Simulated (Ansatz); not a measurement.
**InAs under a change: As → Fe**

Base system: InAs in the zinc blende structure (space group F-43m, No. 216; a = 6.087 Å).

Perturbation: full substitution As → Fe, then cell and atoms are relaxed.

Method: Kohn–Sham DFT with the PBEsol functional, run in Ansatz (a first-principles code) with PAW and 420 eV plane waves, scalar-relativistic without spin-orbit coupling. k-mesh 14×14×14 (Γ-centred); smearing 0.05 eV (Fermi–Dirac), for the changed cell.

```json
{
 "volume_per_atom": "25.83 Å³ (base 28.20 Å³)",
 "lattice_parameter_a": "5.912 Å (base 6.087 Å)",
 "space_group": "F-43m (No. 216) (base F-43m (No. 216))",
 "band_gap": "zero (base zero)",
 "magnetic_state": "ferromagnetic (base not spin-polarised)"
}
```

Final structure:

```
CELL_PARAMETERS angstrom
      0.00000     2.95593     2.95593
      2.95593     0.00000     2.95593
      2.95593     2.95593     0.00000
ATOMIC_POSITIONS crystal
  Fe 0.75000 0.75000 0.75000
  In 0.00000 0.00000 0.00000
```

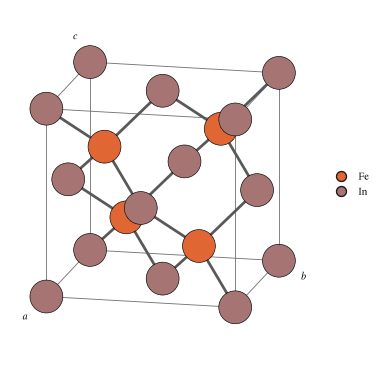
*The relaxed conventional cell after the change*

Cost of the whole job for the changed cell (relaxation, final SCF and bands): very roughly 70 core-seconds.

The magnetic state is the one reached from the starting moments; the real material's order can differ, and small cells can't hold many antiferromagnetic ones. Whether these cells are dynamically stable was not tested. As relaxed here, InFe is a hypothetical phase, not in the database extracts checked. Spin-polarised in the final run: InFe; the other runs are not. The zero or small gap of InAs can change with the level of theory.
